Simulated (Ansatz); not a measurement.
**Starting-point dependence of the GW gap of Cs2InAgCl6 (Fm-3m)**

One-shot GW is not self-consistent; how far does the start matter for Cs2InAgCl6 (Fm-3m)?

Program: Ansatz 0.2.0. Level of theory: G0W0 on several functionals, plane waves, PAW. Results are calculated unless marked as measured.

In doubt: one-shot GW on d or f shells is unsure, so the values of those runs are not to be relied on.

### 1. Set-up

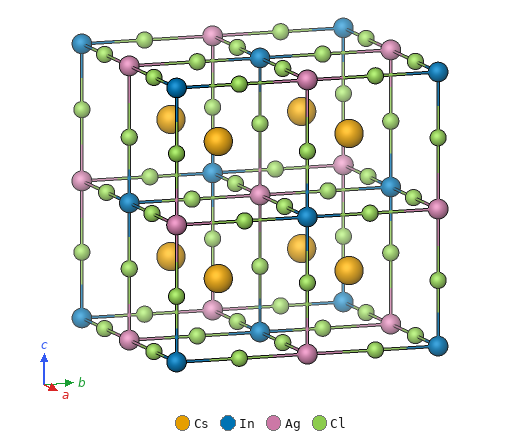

The starting structure, seen slightly off an axis (caesium orange, indium blue, silver pink, chlorine green). This picture shows the conventional cell, with its axes. Some periodic images of atoms are drawn too.

The cell and positions come from the Crystallography Open Database and are kept as given unless a step says otherwise. Spin-orbit coupling is left out unless a step names it.

### 2. G0W0 on LDA

G0W0 replaces the xc potential by the self-energy, built once from these orbitals. Only a window of levels is corrected, while the sums run over the empty bands that the input names. This step takes hard PAW files.

This step: G0W0 on LDA, plane waves, PAW.

File input.yaml:

```yaml
crystal:
  lattice:
    - [0.0, 5.2345, 5.2345]
    - [5.2345, 0.0, 5.2345]
    - [5.2345, 5.2345, 0.0]
  atoms:
    - { symbol: Cs, position: [0.25, 0.25, 0.25] }
    - { symbol: Cs, position: [0.75, 0.75, 0.75] }
    - { symbol: In, position: [0.0, 0.0, 0.0] }
    - { symbol: Ag, position: [0.5, 0.5, 0.5] }
    - { symbol: Cl, position: [0.76021, 0.23979, 0.23979] }
    - { symbol: Cl, position: [0.23979, 0.76021, 0.23979] }
    - { symbol: Cl, position: [0.23979, 0.76021, 0.76021] }
    - { symbol: Cl, position: [0.76021, 0.23979, 0.76021] }
    - { symbol: Cl, position: [0.23979, 0.23979, 0.76021] }
    - { symbol: Cl, position: [0.76021, 0.76021, 0.23979] }
kpoints:
  mp_grid: { grid: [4, 4, 4] }
hamiltonian:
  xc: lda
  pseudopotentials: { kind: paw, source: ansatz }
scf:
  occupations: { method: fixed }
gw:
  n_empty_bands: 1573
  ecut_chi: 180.0
  qp_bands: [v3, c3]
  qp_kpoints: band_edges
  screening: { model: contour_deformation }
```

Started as:

```sh
$ ansatz run input.yaml --threads 16 --pin off --max-ram 82944MiB --backend cuda --events-out ev --progress --plain --runs-dir out --devices 1 --max-vram 78GiB
```

Numbers of over 12 decimals in the logs are rounded to 6 here.

The log of the run:

```text
GPUs: using 1 of 1 available (devices: 1).
Engine: ansatz 0.2.0, aarch64-unknown-linux-gnu
Pseudopotentials: kind: paw
Pseudopotential: Cs, paw, valence charge 9, recommended cutoff 520 eV (normal), Cs.paw.azcp
Pseudopotential: In, paw, valence charge 21, recommended cutoff 710 eV (normal), In.paw.azcp
Pseudopotential: Ag, paw, valence charge 19, recommended cutoff 480 eV (normal), Ag.paw.azcp
Pseudopotential: Cl, paw, valence charge 7, recommended cutoff 660 eV (normal), Cl.paw.azcp
Functional definition: SPW92
  exchange = slater_x
  correlation = pw_c
[...]
Crystal: 10 atoms, lattice volume = 286.850 Å³
Basis set: ecut = 710 eV, 12339 PW (Γ)
Bands: 60, of which v1, the nominal top of the filled ones, is band 50 counted from 1 (49 counted from 0)
Symmetry: 48 space group operations
Space group: Fm-3m (ITA 225), of the structure as read, at distance tolerance 6.6e-5 Å
k-points: 8 of 64
Non-local potential: Cs, projectors of the file, l = 0: 3, l = 1: 2, l = 2: 2, l = 3: 3
Non-local potential: In, projectors of the file, l = 0: 3, l = 1: 3, l = 2: 2, l = 3: 2
Non-local potential: Ag, projectors of the file, l = 0: 3, l = 1: 2, l = 2: 2, l = 3: 2
Non-local potential: Cl, projectors of the file, l = 0: 2, l = 1: 2, l = 2: 2, l = 3: 1
PAW form: soft (Blöchl's): semilocal exchange-correlation on the pseudo side does not see the compensation charge
PAW frozen core: Cs, regenerated for the run's functional, and the local potential with it (the file was generated under x = pbe(κ = 0.804, μ = 0.219515), c = pbe(β = 0.066725))
PAW frozen core: In, regenerated for the run's functional, and the local potential with it (the file was generated under x = pbe(κ = 0.804, μ = 0.219515), c = pbe(β = 0.066725))
PAW frozen core: Ag, regenerated for the run's functional, and the local potential with it (the file was generated under x = pbe(κ = 0.804, μ = 0.219515), c = pbe(β = 0.066725))
PAW frozen core: Cl, regenerated for the run's functional, and the local potential with it (the file was generated under x = pbe(κ = 0.804, μ = 0.219515), c = pbe(β = 0.066725))
PAW one-centre angular grid: Cs, 194 points (default); XC on 64 Gauss nodes
PAW one-centre angular grid: In, 590 points (default); XC on 64 Gauss nodes
PAW one-centre angular grid: Ag, 590 points (default); XC on 64 Gauss nodes
[...]
Initial density: superposition of atomic densities (chi_scale 0.1, normalization cell, long waves kept (reshape's long-wave potential 0.00 eV rms))
Initial wavefunctions: pseudopotential atomic-orbital guess
[...]
Functional: x = slater, c = lda
SCF iter   1: F=—  HF=-33630.510922 eV  |F-HF|=—  |Δ(HF+E_count)|=         —  Δρ=6.37e-2  dr2=1.32e1  ethr=3.10e-3  ⟨swp⟩=10.8  Hψ=2369  notcnv=0  defer=60
preconditioner: auto → Resta (q_TF=auto, 2.289 Å⁻¹)  ε∞=3.6  [insulator: Δε(μ)=0.555 eV  Ē_g=12.210 eV  n_scr=58 (ndim 8)  ℏωp=19.6 eV  f_vac=0.011  ε∞_Penn≈3.6]
SCF iter   2: F=—  HF=-33626.063841 eV  |F-HF|=—  |Δ(HF+E_count)|=    4.45e0  Δρ=2.05e-2  dr2=1.43e0  ethr=3.10e-3  ⟨swp⟩=5.4  Hψ=1367  notcnv=0  defer=59
SCF iter   3: F=—  HF=-33625.463710 eV  |F-HF|=—  |Δ(HF+E_count)|=   6.00e-1  Δρ=9.78e-3  dr2=3.62e-1  ethr=1.43e-3  ⟨swp⟩=5.1  Hψ=1209  notcnv=0  defer=62
SCF iter   4: F=—  HF=-33625.329341 eV  |F-HF|=—  |Δ(HF+E_count)|=   1.34e-1  Δρ=4.64e-3  dr2=8.35e-2  ethr=3.62e-4  ⟨swp⟩=5.0  Hψ=1148  notcnv=0  defer=66
SCF iter   5: F=—  HF=-33625.297880 eV  |F-HF|=—  |Δ(HF+E_count)|=   3.15e-2  Δρ=1.46e-3  dr2=7.55e-3  ethr=8.35e-5  ⟨swp⟩=5.5  Hψ=1144  notcnv=0  defer=64
SCF iter   6: F=—  HF=-33625.296355 eV  |F-HF|=—  |Δ(HF+E_count)|=   1.53e-3  Δρ=3.38e-4  dr2=2.10e-4  ethr=7.55e-6  ⟨swp⟩=4.8  Hψ=1126  notcnv=0  defer=64
SCF iter   7: F=—  HF=-33625.296316 eV  |F-HF|=—  |Δ(HF+E_count)|=   3.88e-5  Δρ=6.08e-5  dr2=1.22e-5  ethr=2.10e-7  ⟨swp⟩=4.0  Hψ=1283  notcnv=0  defer=64
SCF iter   8: F=—  HF=-33625.296316 eV  |F-HF|=—  |Δ(HF+E_count)|=   1.51e-7  Δρ=1.95e-5  dr2=8.62e-7  ethr=1.22e-8  ⟨swp⟩=3.4  Hψ=1074  notcnv=0  defer=64
[...]
SCF 1 converged in 9 iterations: F = -33625.296316 eV  dr2 = 5.75e-8
[...]
SCF converged after 9 iterations
[...]
--- G₀W₀: contour deformation, 8 samples at zero and on the imaginary axis and 4 off it, 64 q-points, 1573 empty bands' worth ---
  eigenvalues of the whole cell's RPA ε∞ on this k-mesh (on a slab, of 1 + 4πα/V) = 3.7313, 3.7313, 3.7313; static W/v taken at q = 0 is 0.268001
  bands read: the sum over 1623 bands ends inside a degenerate multiplet in 1 slot, whose members it reads at an even weight; the widest, k=1: bands 1623 to 1624 (counted from 1) at 1/2 each
  gw.qp_kpoints: band_edges: 7 of 8 stored k-points solved, in 1 pass; an edge of the gap read off the rows below is read off those points alone
    valence top: of the k-points left out ik 5 came nearest to being solved in a further pass, in band 49 (counted from 1, as in the quasiparticle table): it holds the edge there only if its correction is more favourable than any solved in that band by at least 0.548 eV; those differ by 0.416 eV
    conduction bottom: of the k-points left out ik 5 came nearest to being solved in a further pass, in band 51 (counted from 1, as in the quasiparticle table): it holds the edge there only if its correction is more favourable than any solved in that band by at least 1.701 eV; those differ by 0.108 eV
    ik  band        ε_KS         Σx   Σc(E_QP)       V_xc       Z   E_QP_lin       E_QP  E_QP is
     0    48      3.2948   -21.2134     2.8933   -16.9949  0.7508     1.9227     1.9696  root
     0    49      4.1739   -28.2989     3.2129   -24.1439  0.7482     3.2106     3.2318  root
     0    50      4.1739   -28.2989     3.2129   -24.1439  0.7482     3.2106     3.2318  root
     0    51      5.0785   -10.2999    -3.7221   -14.8123  0.8032     5.8763     5.8688  root
     0    52      9.0510    -4.7726    -3.7754    -9.4227  0.8319     9.9380     9.9257  root
     0    53      9.1980    -6.2682    -3.9970   -11.1215  0.8129    10.0672    10.0544  root
     1    48      3.2004   -21.0947     2.9199   -16.8463  0.7498     1.8233     1.8719  root
     1    49      3.8677   -28.1229     3.3658   -23.7975  0.7432     2.8833     2.9080  root
     1    50      3.8677   -28.1229     3.3658   -23.7975  0.7432     2.8833     2.9080  root
     1    51      5.8618   -10.9445    -3.7171   -15.4323  0.7964     6.6408     6.6324  root
     1    52      8.8074    -8.3287    -4.3483   -13.5383  0.7861     9.6813     9.6688  root
     1    53      9.5723    -5.0295    -3.8207    -9.7332  0.8284    10.4687    10.4554  root
     2    48      3.0853   -21.0865     2.8209   -16.9985  0.7496     1.7738     1.8183  root
     2    49      3.6088   -27.6690     3.5208   -23.1296  0.7387     2.5592     2.5902  root
     2    50      3.6088   -27.6690     3.5208   -23.1296  0.7387     2.5592     2.5902  root
     2    51      6.9832   -11.5689    -3.9126   -16.3292  0.7850     7.8473     7.8310  root
     2    52      7.8057    -8.9434    -4.4134   -14.1831  0.7844     8.6430     8.6319  root
     2    53     10.2894    -5.0202    -3.9136    -9.8591  0.8253    11.2299    11.2147  root
     3    48      3.2860   -21.1888     2.8941   -16.9699  0.7508     1.9141     1.9613  root
     3    49      3.2985   -28.4264     3.6292   -23.8887  0.7305     2.3591     2.3900  root
     3    50      4.1720   -28.3004     3.2111   -24.1482  0.7483     3.2099     3.2310  root
     3    51      6.1979   -11.7766    -3.6151   -16.1312  0.7916     6.9456     6.9375  root
     3    52      9.4626    -9.5133    -4.5292   -14.9069  0.7739    10.3456    10.3271  root
     3    53      9.7194    -5.1610    -3.8158    -9.8579  0.8266    10.6142    10.6006  root
[...]
6    52      9.6191   -10.9443    -5.0363   -16.8391  0.7553    10.5017    10.4777  root
     6    53     10.4222    -5.5596    -3.8710   -10.3451  0.8213    11.3518    11.3367  root
     7    48      3.2163   -26.2483     3.7403   -21.2791  0.7381     1.9407     1.9874  root
     7    49      3.3072   -26.3901     3.2223   -22.2229  0.7379     2.3336     2.3623  root
     7    50      3.7223   -28.1884     3.4676   -23.7576  0.7400     2.7325     2.7591  root
     7    51      7.7884   -13.7270    -3.8823   -18.4393  0.7670     8.6320     8.6185  root
     7    52      8.6800    -9.9542    -4.6373   -15.4028  0.7677     9.5076     9.4913  root
     7    53     10.7516    -7.0811    -4.2927   -12.2740  0.8010    11.6672    11.6518  root
```

Run time: 2.4 min. Hardware: 1 × NVIDIA GB200 (shared by 2 runs) with 16 threads of Arm Neoverse V2, shared host; peak memory 9.8 GiB.

The column dr2 measures how far the density is from self-consistency, as an energy; F and HF (Harris–Foulkes) agree once it is small.

This step gave:

| Quantity | Value |
| --- | --- |
| bands summed | 1623 |
| RPA ε∞ on this mesh (eigenvalues) | 3.731, 3.731, 3.731 |
| plane waves in the screening matrix | 1591 |
| q-points in the mesh | 64 |
| G0W0 gap on the mesh | 2.637 eV |
| k of the valence top | 0, 0, 0 |
| k of the conduction bottom | 0, 0, 0 |
| starting gap on the mesh | 0.9047 eV |
| Z at the valence top | 0.7482 |
| Z at the conduction bottom | 0.8032 |
| least direct G0W0 gap on the computed points | 2.637 eV |

The gap on the mesh goes from 0.90 eV to 2.64 eV, a correction of +1.73 eV. Between the two edge states, bare exchange in place of the xc potential would open the gap by 8.67 eV, and correlation takes back 6.94 eV.

### 3. G0W0 on r2SCAN

One-shot GW remembers its start. Another functional's orbitals and levels show by how much.

This step: G0W0 on r2SCAN, plane waves, PAW.

input.yaml, as its differences from that of step 2:

```diff
@@ -19,3 +19,3 @@
 hamiltonian:
-  xc: lda
+  xc: r2scan
   pseudopotentials: { kind: paw, source: ansatz }
```

The log of the run:

```text
GPUs: using 1 of 1 available (devices: 1).
[...]
Crystal: 10 atoms, lattice volume = 286.850 Å³
Basis set: ecut = 870 eV, 16625 PW (Γ), exchange–correlation on 288×288×288 points (64 copies of the dense FFT grid, shifted against one another)
Bands: 60, of which v1, the nominal top of the filled ones, is band 50 counted from 1 (49 counted from 0)
Symmetry: 48 space group operations
[...]
k-points: 8 of 64
[...]
SCF iter   1: F=—  HF=-34542.064152 eV  |F-HF|=—  |Δ(HF+E_count)|=         —  Δρ=6.20e-2  dr2=1.13e1  dr2_τ=3.78e-1  ethr=3.10e-3  ⟨swp⟩=11.6  Hψ=2566  notcnv=0  defer=57
[...]
SCF iter   7: F=—  HF=-34538.183775 eV  |F-HF|=—  |Δ(HF+E_count)|=   7.46e-5  Δρ=9.22e-5  dr2=2.08e-5  dr2_τ=3.11e-6  ethr=1.85e-7  ⟨swp⟩=3.6  Hψ=1173  notcnv=0  defer=64
[...]
SCF 1 converged in 9 iterations: F = -34538.183791 eV  dr2 = 3.89e-8
[...]
SCF converged after 9 iterations
[...]
0    48      3.1480   -21.2298     2.6503   -17.2400  0.7793     1.7773     1.8086  root
     0    49      4.1824   -29.2147     3.2502   -24.9935  0.7722     3.1951     3.2116  root
     0    50      4.1824   -29.2147     3.2502   -24.9935  0.7722     3.1951     3.2116  root
     0    51      5.9290    -9.8517    -3.6798   -13.9619  0.8252     6.3607     6.3593  root
     0    52     10.0444    -4.6414    -3.4889    -8.4222  0.8514    10.3371    10.3363  root
     0    53     10.0594    -6.0357    -3.7186   -10.1895  0.8360    10.4966    10.4946  root
     1    48      3.0551   -21.1214     2.6727   -17.1017  0.7787     1.6757     1.7080  root
     1    49      3.8995   -29.2683     3.4110   -24.8555  0.7676     2.8782     2.8977  root
[...]
7    50      3.7714   -29.4242     3.5116   -24.8976  0.7648     2.7355     2.7564  root
     7    51      8.4435   -13.0296    -3.7916   -17.4705  0.7978     9.0997     9.0928  root
     7    52      9.5487    -9.3023    -4.4151   -14.2342  0.7947    10.0696    10.0654  root
     7    53     11.6253    -5.9829    -3.7971   -10.3086  0.8328    12.1574    12.1539  root
```

The job ended after 75 s (1 × NVIDIA GB200 (shared by 2 runs) with 16 threads; peak memory 13 GiB).

This step gave:

- bands summed: 1623
- RPA ε∞ on this mesh (eigenvalues): 3.089, 3.089, 3.089
- plane waves in the screening matrix: 1591
- q-points in the mesh: 64
- G0W0 gap on the mesh: 3.148 eV
- k of the valence top: 0, 0, 0
- k of the conduction bottom: 0, 0, 0
- starting gap on the mesh: 1.747 eV
- Z at the valence top: 0.7722
- Z at the conduction bottom: 0.8252
- least direct G0W0 gap on the computed points: 3.148 eV

Against the run with 4×4×4 mesh, 1573 empty bands, screening to 180 eV, hard PAW files on LDA, the gap moves by +0.51 eV, while the start moved by +0.84 eV.

(Continued in part 2 of 2.)

[Paths, hosts, dates, memory and timing lines, banners, echoed tables and standing remarks are left out of the program output.]

[Logs are printed without paths, hosts, clocks, repeated set-up lines and the standing remarks that a program may print on its own settings, such as how far it seeks lower states.]

[Runs of the session that timed out or met a known fault of the program may be left out.]

[Cells called generated may have been cut or substituted from an entry of the Crystallography Open Database or the Materials Project.]

[Hosts, paths, dates, database ids (printed as entryN), source tags and the programs' standing remarks are cut or masked in the printed files.]
